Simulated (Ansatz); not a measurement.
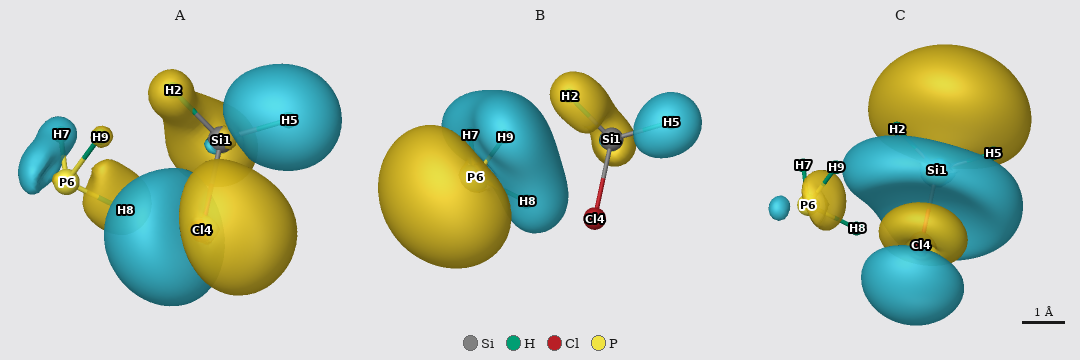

Figure 1: ClH3Si···PH3. Three frontier orbitals at ±0.06 Å⁻³ᐟ² (yellow and cyan are the two phases), in no order.

Not at a stationary point (largest force 0.9 eV/Å).

These are results of RKS B3LYP-D4/6-31G* (Ansatz 0.2.0), not measurements.

```yaml
atoms:
  - { symbol: Si, position_ang: [-0.1281, -0.1352, -0.0519] }
  - { symbol: H, position_ang: [-0.1803, -0.1971, 1.4114] }
  - { symbol: H, position_ang: [1.2543, 0.0369, -0.5365] }
  - { symbol: Cl, position_ang: [-1.3504, 1.4001, -0.7248] }
  - { symbol: H, position_ang: [-0.6889, -1.3837, -0.6242] }
  - { symbol: P, position_ang: [1.1890, 2.7024, 1.2940] }
  - { symbol: H, position_ang: [2.4323, 2.1474, 1.7197] }
  - { symbol: H, position_ang: [1.3869, 2.3228, -0.0558] }
  - { symbol: H, position_ang: [0.4648, 1.5383, 1.6586] }
```

Order the three orbitals by energy and name them.

Answer. A is the HOMO−1 (−8.73 eV). Its weight (Hirshfeld) is mainly on Cl4 (about 70 %), Si1 (about 10 %) and H5 (about 10 %); largely a lone pair of Cl4. B is the HOMO (−7.44 eV). It lies mainly on P6 (about 75 %); largely a lone pair of P6. C is the LUMO (−0.40 eV). It lies mainly on Si1 (about 55 %), Cl4 (about 20 %), H3 (about 5 %) and H2 (about 5 %).

What is the HOMO–LUMO gap?

Answer. 7.04 eV between the orbital energies.
